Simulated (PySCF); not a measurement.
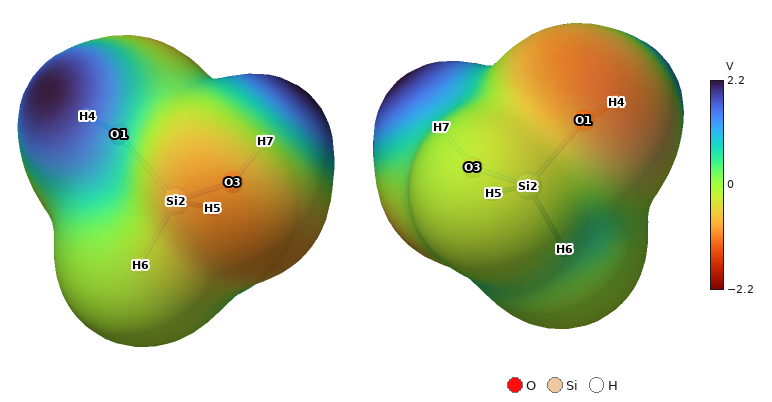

Figure. H₄O₂Si, SMILES `O[SiH2]O`. Electrostatic potential on the surface of electron density 0.001 a.u. (back view left, front view right).

Level of theory: ωB97X/def2-TZVP (PySCF), at a geometry from GFN2-xTB. No frequency check shows the geometry to be a minimum.

The calculation's input:

```python
import numpy as np
from pyscf import gto, scf, dft
from pyscf.scf import atom_ks, atom_hf
from scipy.linalg import block_diag

def solve(mol, dm0=None, hcore=None):
    mf = (dft.UKS if mol.spin else dft.RKS)(mol, xc='wb97x')
    mf.grids.level = 3
    mf = mf.density_fit(auxbasis='def2-universal-jkfit')
    mf.conv_tol, mf.max_cycle = 1e-8, 80
    if hcore is not None:
        mf.get_hcore = lambda *args: hcore
    mf.kernel(dm0)
    if not mf.converged:
        mf = mf.newton().run(mf.mo_coeff, mf.mo_occ, max_cycle=30)
    assert mf.converged, 'SCF not converged'
    return mf

mol = gto.M(atom='''
O     -1.35685     0.42941    -0.07562
Si    -0.00002    -0.46769     0.00000
O      1.35688     0.42939     0.07562
H     -1.58377     1.05600     0.60591
H     -0.11194    -1.21737    -1.23978
H      0.11195    -1.21741     1.23973
H      1.58380     1.05600    -0.60589
''', basis='def2-tzvp', charge=0, spin=0, verbose=4)
mf = solve(mol)
mf.analyze()
# spherically averaged free atoms, for the promolecule
atm = atom_ks.get_atm_nrks(mol, xc='wb97x')
pro = block_diag(*[(atm[a[0]][2] * atm[a[0]][3]) @ atm[a[0]][2].T for a in mol._atom])
np.savez('result.npz', e=mf.e_tot, c=mf.mo_coeff, occ=mf.mo_occ, eps=mf.mo_energy, pro=pro, dip=mf.dip_moment(verbose=0), s2=mf.spin_square()[0])
```

Launched as:

```sh
OMP_NUM_THREADS=1 python input.py
```

The run took 13 s on 1 thread of Intel(R) Xeon(R) Platinum 8375C CPU @ 2.90GHz (Ice Lake), with other jobs on the host, peak memory 0.51 GiB.

Partitions, critical points and surface values were worked out afterwards from this run's density.

**Where are the extremes of the potential on the surface?**

Highest: 2.16 V, 1.2 Å from H7. Further maxima include 0.63 V, near H6 (1.94 Å), H5 (2.04 Å) and Si2 (2.04 Å). Lowest: −1.17 V, 1.8 Å from O1, and at like points elsewhere. The surface is sampled at points, so like sites can differ by a few per cent and only the strongest of them is named.
